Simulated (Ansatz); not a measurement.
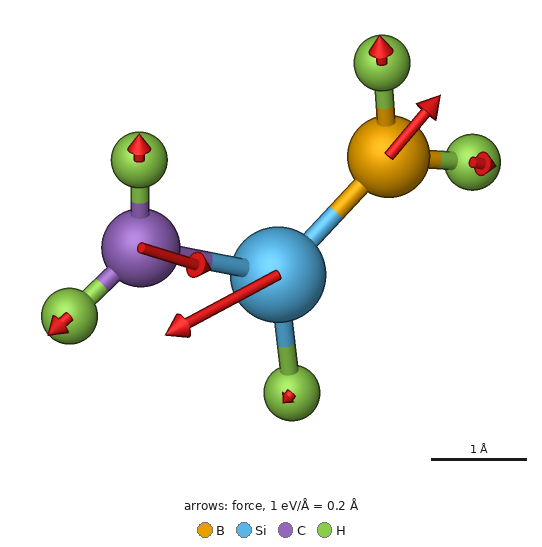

Starting geometry of CH5BSi with the computed forces as red arrows. The picture is a ball-and-stick view, seen at a tilt.

It is one of the separated reactants of a reaction.

These are results of RKS PBE-D4/def2-SVP in Ansatz, not measurements. (force threshold 0.03 eV/Å; at most 250 steps)

> Is this structure relaxed? If not, where do the atoms go?

It isn't relaxed: the largest force vector, on the Si atom, is 7.42 eV/Å. The final displacements follow the starting forces only in part (cosine between the two patterns 0.56). The atom that moves furthest after the best rigid fit is an H atom (0.32 Å). By element the largest moves are H 0.32 Å, B 0.14 Å, C 0.12 Å, Si 0.12 Å. Some distances before and after: B–Si 1.722 → 1.967 Å, C–Si 1.966 → 1.750 Å, B–H 1.150 → 1.216 Å, C–H 1.060 → 1.103 Å. Bond angles that change, for instance: C–Si–H 123.3° → 116.3°, B–Si–H 117.6° → 124.0°, H–B–H 115.0° → 119.4°. After 8 geometry steps the energy has fallen by 1.327 eV. The largest force component goes from 6.4 to 0.0051 eV/Å. Cost: 10 s on 2 threads of Arm Neoverse V1 (shared host).
